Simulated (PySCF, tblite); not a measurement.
**C₄H₁₀F₂OSi: geometry, infrared bands and NMR shifts**

Wanted: the infrared bands and NMR shifts of C₄H₁₀F₂OSi (`FCO[C@@H](F)CC[SiH3]`), by calculation.

Programs: tblite 0.8.0 and PySCF 2.14.0, with density-fitted response routines of our own. Each step states its level of theory. These are calculated values for one molecule in the gas phase, unless marked as measured. Atoms count from 0, in the outputs and in this text.

### Step 1. Starting geometry

18 atoms, charge 0, multiplicity 1; geometry from: force field or distance geometry start.

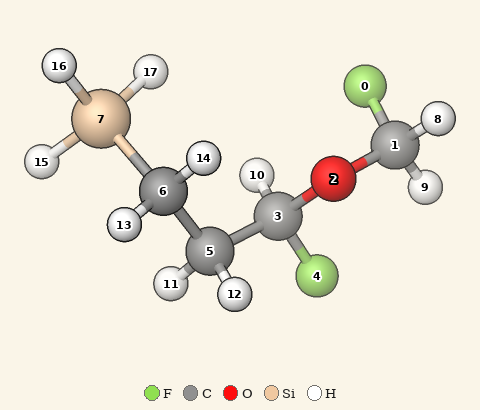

As it starts; fluorine green, carbon grey, oxygen red, silicon light orange, hydrogen white, atoms numbered.

### Step 2. Geometry optimisation with GFN2-xTB

What the job is given:

```
{"job": {"kind": "relax", "xc": "GFN2-xTB", "basis": "xTB"}, "charge": 0, "multiplicity": 1}
F      2.209000     1.169500     1.561700
C      2.641800     0.096900     0.863300
O      1.526400    -0.582700     0.352300
C      0.850400     0.245100    -0.607700
F      1.707100     0.427600    -1.631100
C     -0.386600    -0.490600    -1.136100
C     -1.416500    -0.868700    -0.070300
Si    -2.368800     0.528000     0.726900
H      3.170200    -0.573300     1.571700
H      3.335700     0.413800     0.094600
H      0.590100     1.213500    -0.181500
H     -0.845200     0.111400    -1.923300
H     -0.049000    -1.414800    -1.607000
H     -2.144500    -1.542000    -0.538400
H     -0.936100    -1.450700     0.723900
H     -3.118900     1.270200    -0.312600
H     -3.335800    -0.004200     1.723600
H     -1.438200     1.457300     1.384000
```

On the command line:

```console
$ OMP_NUM_THREADS=1 python probes_run.py task.json out
```

The driver reads the jobs from task.json and runs them one after another.

Output:

```text
step      E/eV     max force
  0    -787.09632    1.830
  1    -787.18712    0.437
  2    -787.20447    0.302
  3    -787.21800    0.283
  4    -787.22788    0.271
  5    -787.23440    0.239
  6    -787.23834    0.168
  7    -787.24091    0.113
  8    -787.24280    0.108
  9    -787.24447    0.103
 10    -787.24634    0.127
 11    -787.24827    0.132
 12    -787.24998    0.113
 13    -787.25162    0.113
 14    -787.25352    0.118
 15    -787.25562    0.130
 16    -787.25742    0.096
 17    -787.25856    0.087
 18    -787.25938    0.076
 19    -787.26020    0.097
 20    -787.26104    0.089
 21    -787.26177    0.061
 22    -787.26241    0.056
 23    -787.26304    0.086
 24    -787.26372    0.098
 25    -787.26433    0.067
 26    -787.26482    0.053
 27    -787.26526    0.049
 28    -787.26575    0.070
 29    -787.26626    0.068
 30    -787.26670    0.049
 31    -787.26706    0.040
 32    -787.26741    0.050
 33    -787.26784    0.062
 34    -787.26837    0.059
 35    -787.26893    0.065
 36    -787.26948    0.055
 37    -787.27007    0.056
 38    -787.27071    0.055
 39    -787.27136    0.070
 40    -787.27194    0.066
 41    -787.27244    0.051
 42    -787.27292    0.054
 43    -787.27337    0.047
 44    -787.27380    0.058
 45    -787.27421    0.061
 46    -787.27471    0.059
 47    -787.27534    0.067
 48    -787.27595    0.060
 49    -787.27635    0.045
 50    -787.27658    0.047
 51    -787.27680    0.042
 52    -787.27712    0.058
 53    -787.27750    0.058
 54    -787.27778    0.037
 55    -787.27791    0.024
 56    -787.27795    0.050
 57    -787.27805    0.033
 58    -787.27816    0.022
 59    -787.27833    0.031
 60    -787.27844    0.030
 61    -787.27855    0.026
 62    -787.27867    0.018
 63    -787.27880    0.019
 64    -787.27889    0.022
 65    -787.27897    0.025
 66    -787.27908    0.028
 67    -787.27918    0.024
 68    -787.27926    0.019
 69    -787.27933    0.023
 70    -787.27942    0.031
 71    -787.27956    0.032
 72    -787.27969    0.027
 73    -787.27975    0.015
 74    -787.27978    0.013
 75    -787.27981    0.015
 76    -787.27985    0.020
 77    -787.27989    0.017
 78    -787.27992    0.016
 79    -787.27996    0.016
 80    -787.27999    0.016
 81    -787.28003    0.018
 82    -787.28008    0.014
 83    -787.28012    0.017
 84    -787.28018    0.022
 85    -787.28026    0.032
 86    -787.28035    0.033
 87    -787.28045    0.020
 88    -787.28053    0.022
 89    -787.28061    0.020
 90    -787.28068    0.026
 91    -787.28073    0.019
 92    -787.28076    0.016
 93    -787.28080    0.016
 94    -787.28085    0.017
 95    -787.28090    0.019
 96    -787.28094    0.015
 97    -787.28097    0.013
 98    -787.28099    0.011
 99    -787.28103    0.018
100    -787.28108    0.022
101    -787.28114    0.017
102    -787.28119    0.016
103    -787.28123    0.017
104    -787.28130    0.016
105    -787.28138    0.018
106    -787.28147    0.020
107    -787.28155    0.020
108    -787.28161    0.021
109    -787.28169    0.020
110    -787.28178    0.018
111    -787.28186    0.013
112    -787.28190    0.011
113    -787.28193    0.009
```

Wall time 1.3 s (1 thread of Arm Neoverse N1, shared host); peak memory 0.18 GiB.

Along the way: (not every step is listed)

```tsv
step	energy from step 0 (eV)	largest force (eV/Å)
0	0.0000	1.8299
1	-0.0908	0.4367
2	-0.1082	0.3018
3	-0.1217	0.2834
4	-0.1316	0.2711
5	-0.1381	0.2392
6	-0.1420	0.1678
7	-0.1446	0.1129
8	-0.1465	0.1077
18	-0.1631	0.0757
28	-0.1694	0.0701
38	-0.1744	0.0555
48	-0.1796	0.0602
58	-0.1818	0.0221
68	-0.1829	0.0191
78	-0.1836	0.0164
88	-0.1842	0.0222
98	-0.1847	0.0107
108	-0.1853	0.0206
109	-0.1854	0.0197
110	-0.1855	0.0180
111	-0.1855	0.0128
112	-0.1856	0.0110
113	-0.1856	0.0090
```

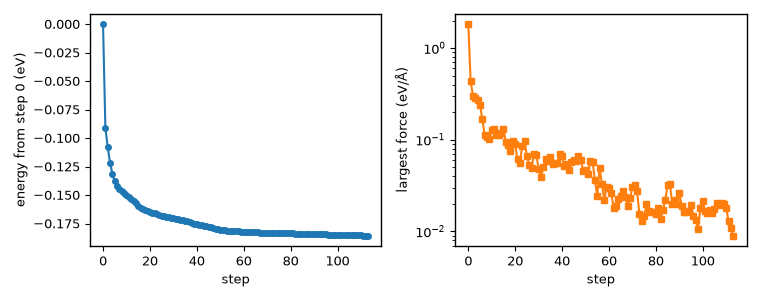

Energy and largest force along the relaxation.

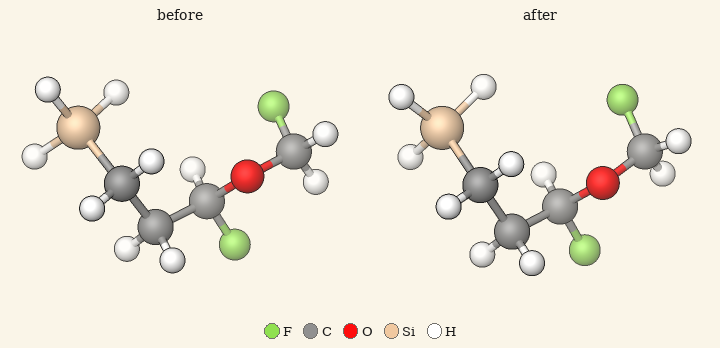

The geometry before (left) and after (right).

Close pairs (by a distance rule), those that changed most:

```tsv
bond	before (Å)	after (Å)	change (Å)
O2–C3	1.437	1.390	-0.047
C3–F4	1.347	1.387	+0.040
C6–Si7	1.869	1.907	+0.038
C1–O2	1.403	1.375	-0.027
Si7–H16	1.487	1.463	-0.024
F0–C1	1.351	1.374	+0.023
C1–H9	1.083	1.100	+0.017
Si7–H15	1.481	1.466	-0.015
```

The end geometry stands in the next job.

### Step 3. Infrared spectrum with GFN2-xTB

What the job is given:

```
{"job": {"kind": "ir", "xc": "GFN2-xTB", "basis": "xTB"}, "charge": 0, "multiplicity": 1}
F      1.973188     1.026338     1.788182
C      2.518645     0.153590     0.877382
O      1.529459    -0.541383     0.221331
C      0.779465     0.198229    -0.685128
F      1.588640     0.514314    -1.766060
C     -0.402336    -0.626131    -1.163149
C     -1.384416    -0.928177    -0.035867
Si    -2.188741     0.605691     0.761284
H      3.114649    -0.573180     1.438157
H      3.142756     0.757978     0.203115
H      0.467280     1.165872    -0.263395
H     -0.891250    -0.070874    -1.965384
H     -0.001437    -1.553503    -1.579924
H     -2.164852    -1.574921    -0.440328
H     -0.866816    -1.509350     0.727952
H     -2.626198     1.513729    -0.303124
H     -3.346964     0.154972     1.533280
H     -1.249830     1.293122     1.645657
```

Output:

```text
mode    cm-1     km/mol
  1      28.2      0.07
  2      50.9      2.65
  3      85.0      0.63
  4     117.0      8.95
  5     147.3      2.58
  6     175.3      1.40
  7     246.2      8.72
  8     275.9      3.69
  9     394.3      0.52
 10     432.0     32.62
 11     508.2     33.09
 12     536.8     11.75
 13     567.8     33.44
 14     593.8     22.86
 15     702.3     16.97
 16     749.8     12.50
 17     783.6    242.15
 18     787.2    277.09
 19     803.7    252.28
 20     878.7     62.08
 21     949.1    235.28
 22     975.9     63.22
 23    1000.8     55.70
 24    1038.9     19.66
 25    1082.5     16.03
 26    1099.9    106.32
 27    1132.4     79.48
 28    1165.6     61.04
 29    1204.0      7.92
 30    1240.5     12.37
 31    1287.0      6.96
 32    1296.4      5.28
 33    1309.5     16.84
 34    1320.1      7.93
 35    1348.7     11.51
 36    1426.2      0.22
 37    1467.3      2.37
 38    1476.7      2.89
 39    2248.5    299.99
 40    2273.2    340.68
 41    2286.8    235.43
 42    2882.9     46.42
 43    2902.5     31.07
 44    2968.4     15.14
 45    2973.6     32.17
 46    2977.8     25.90
 47    2991.4     24.74
 48    2999.4     31.79
```

Wall time 1.1 s (1 thread of Arm Neoverse N1, shared host); peak memory 0.18 GiB.

The strongest bands and the atoms that carry them (share of the mass-weighted mode):

```tsv
cm⁻¹	km/mol	atoms
784	242.2	H15 42 %, H16 42 %
787	277.1	H15 42 %, H17 37 %
804	252.3	H17 48 %, H16 40 %
949	235.3	C3 49 %, F4 19 %, C1 12 %
1100	106.3	O2 31 %, C1 29 %, C5 12 %
2248	300.0	H15 97 %
2273	340.7	H16 95 %
2287	235.4	H17 96 %
```

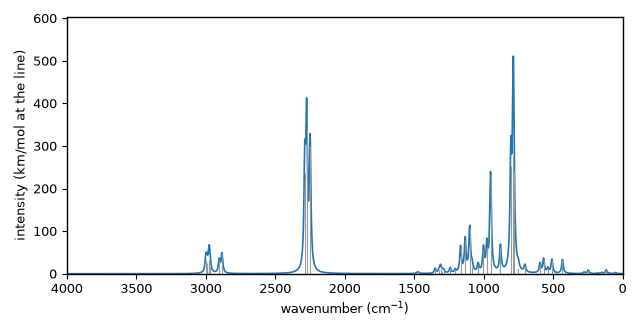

The infrared spectrum from these modes, unscaled. Lines are broadened to a width of 14 cm⁻¹ (Lorentzian).

### Step 4. Nuclear shieldings: PBE0/pcSseg-1

The job, as its differences from that of step 3:

```diff
@@ -1,2 +1,2 @@
-{"job": {"kind": "ir", "xc": "GFN2-xTB", "basis": "xTB"}, "charge": 0, "multiplicity": 1}
+{"job": {"kind": "nmr", "xc": "PBE0", "basis": "pcSseg-1"}, "charge": 0, "multiplicity": 1}
 F      1.973188     1.026338     1.788182
```

Level: GIAO PBE0/pcSseg-1 NMR shielding, non-relativistic, gas phase.

Output:

```text
coarse grid: 15432 points
cycle   1  E = -722.0137233643  dE =  8.152e-01  |g| = 8.328e-01  |ddm| = 3.554e+00
cycle   2  E = -721.9237012594  dE =  9.002e-02  |g| = 1.136e+00  |ddm| = 1.109e+00
cycle   3  E = -722.1317974501  dE = -2.081e-01  |g| = 4.849e-02  |ddm| = 6.575e-01
cycle   4  E = -722.1320757293  dE = -2.783e-04  |g| = 2.621e-02  |ddm| = 4.486e-02
cycle   5  E = -722.1322277096  dE = -1.520e-04  |g| = 6.322e-03  |ddm| = 2.606e-02
cycle   6  E = -722.1322368853  dE = -9.176e-06  |g| = 1.529e-03  |ddm| = 5.955e-03
final grid: 144896 points
cycle   7  E = -722.2032475638  dE = -4.549e-05  |g| = 1.144e-02  |ddm| = 2.460e-02
cycle   8  E = -722.2032270745  dE =  2.049e-05  |g| = 1.579e-02  |ddm| = 1.719e-02
cycle   9  E = -722.2032728614  dE = -4.579e-05  |g| = 8.420e-04  |ddm| = 9.780e-03
cycle  10  E = -722.2032729881  dE = -1.267e-07  |g| = 2.804e-04  |ddm| = 8.570e-04
cycle  11  E = -722.2032730014  dE = -1.329e-08  |g| = 1.009e-04  |ddm| = 2.321e-04
cycle  12  E = -722.2032730029  dE = -1.504e-09  |g| = 2.438e-05  |ddm| = 6.506e-05
cycle  13  E = -722.2032730030  dE = -8.345e-11  |g| = 7.003e-06  |ddm| = 1.963e-05
converged SCF energy = -722.2032730030

GIAO shielding tensors (ppm)
atom      isotropic    diamagn.    paramagn.     s11        s22        s33       span
  0 F      356.545     475.622    -119.077    240.884    372.883    455.868    214.984
  1 C       84.628     234.716    -150.088     58.108     81.363    114.414     56.307
  2 O      196.280     399.801    -203.521    150.768    162.953    275.119    124.351
  3 C       75.178     247.394    -172.216     47.281     72.761    105.491     58.210
  4 F      334.533     474.094    -139.561    231.801    381.764    390.036    158.235
  5 C      151.064     249.010     -97.946    136.839    152.346    164.007     27.167
  6 C      183.031     252.200     -69.169    173.663    182.184    193.247     19.583
  7 Si     422.747     879.871    -457.124    388.858    413.153    466.231     77.373
  8 H       26.030      26.496      -0.466     21.250     25.862     30.978      9.728
  9 H       25.725      26.906      -1.181     21.132     26.543     29.500      8.368
 10 H       25.864      33.004      -7.140     24.588     25.353     27.651      3.063
 11 H       29.844      31.262      -1.419     25.547     29.139     34.845      9.297
 12 H       29.379      30.661      -1.282     25.068     28.343     34.725      9.657
 13 H       30.862      29.784       1.078     25.182     28.720     38.683     13.501
 14 H       30.659      32.153      -1.494     25.932     29.803     36.242     10.310
 15 H       27.992      29.406      -1.415     24.902     26.140     32.934      8.031
 16 H       27.875      28.739      -0.865     24.423     25.386     33.815      9.392
 17 H       27.701      29.829      -2.129     23.452     27.617     32.033      8.582
```

Wall time 58 s (1 thread of Arm Neoverse N1, shared host); peak memory 0.85 GiB.

Shifts follow as δ = σ(reference) − σ, with reference shieldings (ppm) from runs at the same level and on the same kind of geometry: 1H TMS 31.72, 13C TMS 186.9, 29Si TMS 349.2, 19F CFCl3 170.9, 17O H2O 336.1. The references are single molecules in the gas phase, so shifts against H2O, NH3, PH3, H3PO4 or CFCl3 are not on the usual liquid scales and can be off by tens of ppm. Atoms listed in one row are averaged.

```tsv
atoms	environment	σ (ppm)	δ (ppm)	δ scaled to CDCl3
C3	sp3 CH bonded to F and O	75.2	111.7	107.2
C1	sp3 CH2 bonded to F and O	84.6	102.3	97.9
C5	sp3 CH2	151.1	35.9	33.1
C6	sp3 CH2 bonded to Si	183.0	3.9	1.9
H9	hydrogen on an sp3 CH2 bonded to F and O	25.72	5.99	5.75
H10	hydrogen on an sp3 CH bonded to F and O	25.86	5.85	5.62
H8	hydrogen on an sp3 CH2 bonded to F and O	26.03	5.69	5.47
H15, H16, H17	hydrogen on a silicon bonded to C	27.86	3.86	–
H12	hydrogen on an sp3 CH2	29.38	2.34	2.31
H11	hydrogen on an sp3 CH2	29.84	1.87	1.87
H14	hydrogen on an sp3 CH2 bonded to Si	30.66	1.06	1.10
H13	hydrogen on an sp3 CH2 bonded to Si	30.86	0.86	0.91
F4	fluorine on an sp3 carbon	334.5	-163.6	–
F0	fluorine on an sp3 carbon	356.5	-185.6	–
O2	ether oxygen	196.3	139.8	–
Si7	silicon bonded to C, 3 H	422.7	-73.6	–
```

The scaled column applies a straight-line fit of computed shieldings to shifts measured in CDCl3, and one for carbons that bear F (root-mean-square error 0.16 ppm for H, 1.9 ppm for C).

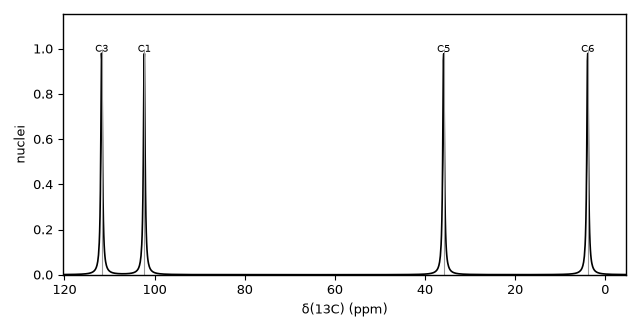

13C lines at the computed shifts, without couplings. Lines are broadened to a width of 0.43 ppm (Lorentzian).

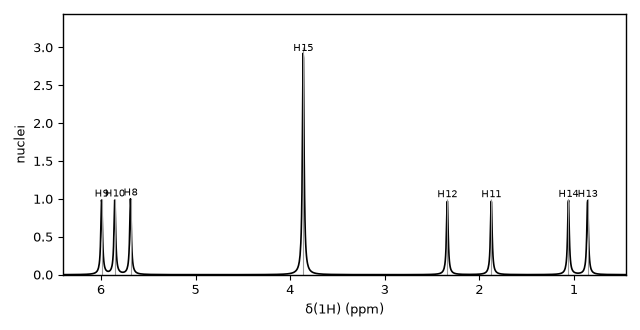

1H lines at the computed shifts, without couplings. Lines are broadened to a width of 0.02 ppm (Lorentzian).

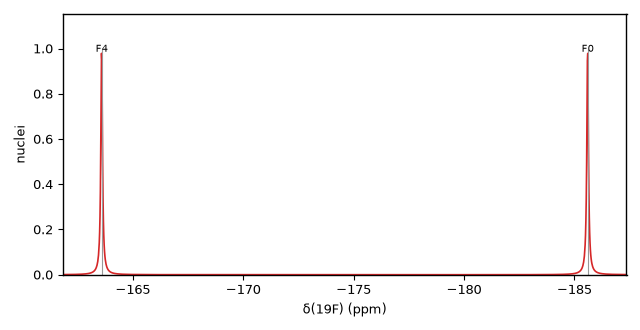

19F lines at the computed shifts, without couplings. Lines are broadened to a width of 0.09 ppm (Lorentzian).

Charges from the same density, by scheme (e):

```tsv
atoms	Mulliken	IAO	Hirshfeld	ESP fit
F0	-0.34	-0.33	-0.12	-0.24
C1	0.37	0.22	0.09	0.18
O2	-0.49	-0.37	-0.12	-0.30
C3	0.39	0.35	0.13	0.33
F4	-0.34	-0.34	-0.12	-0.26
C5	-0.22	-0.27	-0.08	-0.29
C6	-0.54	-0.54	-0.16	-0.16
Si7	0.45	0.58	0.31	0.37
```

Hirshfeld charges:

F0 -0.12; C1 0.09; O2 -0.12; C3 0.13; F4 -0.12; C5 -0.08; C6 -0.16; Si7 0.31; H8 0.06; H9 0.04; H10 0.03; H11 0.05; H12 0.04; H13 0.04; H14 0.04; H15 -0.08; H16 -0.08; H17 -0.07

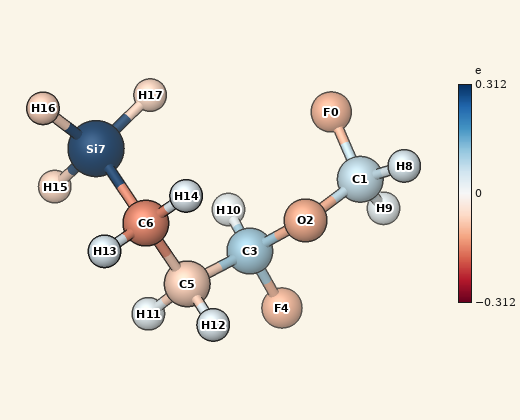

Hirshfeld charges, as colours on the atoms.

Mayer bond orders: F0–C1 0.90, C1–O2 1.00, O2–C3 0.95, C3–F4 0.88, C3–C5 1.02, C5–C6 1.03, C6–Si7 0.91.

### Step 5. Results

| quantity | value |
| --- | --- |
| strongest single infrared mode (GFN2-xTB) | 2273 cm⁻¹, 341 km/mol |
| zero-point energy (GFN2-xTB) | 83.2 kcal/mol |
| 13C shifts against TMS (PBE0/pcSseg-1) | 111.7, 102.3, 35.9, 3.9 ppm |
| 1H shifts against TMS (PBE0/pcSseg-1, means over atoms taken as alike) | 5.99, 5.85, 5.69, 3.86, 2.34, 1.87, 1.06, 0.86 ppm |
| 19F shifts against CFCl3 (PBE0/pcSseg-1) | -163.6, -185.6 ppm |
| 17O shifts against H2O (PBE0/pcSseg-1) | 139.8 ppm |
| 29Si shifts against TMS (PBE0/pcSseg-1) | -73.6 ppm |

The optimisation took 113 steps and gained 0.186 eV; among the close pairs (by a distance rule), O2–C3 changed most, from 1.437 to 1.390 Å. No mode is imaginary among the 48: a minimum at this level. The strongest single mode, at 2273 cm⁻¹, moves mainly H16. Unscaled tight-binding wavenumbers are off by several per cent, some by more. Its intensities can rank the bands wrongly. At PBE0/pcSseg-1: The widest tensor belongs to F0: span 215 ppm, with a paramagnetic part of -119 ppm.
